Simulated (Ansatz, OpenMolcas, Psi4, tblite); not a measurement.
**A ladder of methods for CH4AlNO (SMILES C1[NH][AlH][O]1)**

CH4AlNO: 8 atoms, total charge 0, spin state singlet. As SMILES, `C1[NH][AlH][O]1`. The coordinates come from a PBE0-D4/def2-TZVP relaxation.

Quantity: the HOMO–LUMO gap, in eV. The values are calculated.

| level | kind | program | value (eV) | CPU time |
| --- | --- | --- | --- | --- |
| IPEA1-xTB | semi-empirical | tblite | 3.95 | under 2 s |
| HF/def2-SVPD | Hartree–Fock | OpenMolcas | 11.71 | 17 s |
| SVWN5/def2-SVPD | LDA | Ansatz | 4.40 | 5.7 s |
| PBE/def2-SVPD | GGA | Ansatz | 4.44 | 7.6 s |
| M06-L/def2-SVPD | meta-GGA | OpenMolcas | 5.14 | 60 s |
| M06-2X/def2-SVPD | hybrid meta-GGA | OpenMolcas | 8.40 | 57 s |
| wB97M-V/def2-SVPD | range-separated hybrid | Ansatz | 10.13 | 76 s |
| B2PLYP/def2-SVPD | double hybrid | OpenMolcas | 8.62 | 37 s |
| B2PLYP/def2-SVPD (density fitting for correlation) | double hybrid | Psi4 | 8.62 | 17 s |

The values span 3.95 to 11.71 eV. Orbital gaps aren't excitation energies, and those of double hybrids come from the SCF part alone; they tend to grow with the share of exact exchange. Times are those of the runs behind each value, whatever else they computed, on shared processors of several kinds: orders of magnitude only.

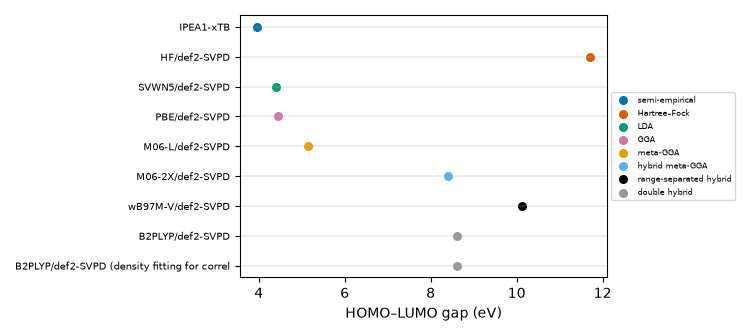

The values of the table, level by level.
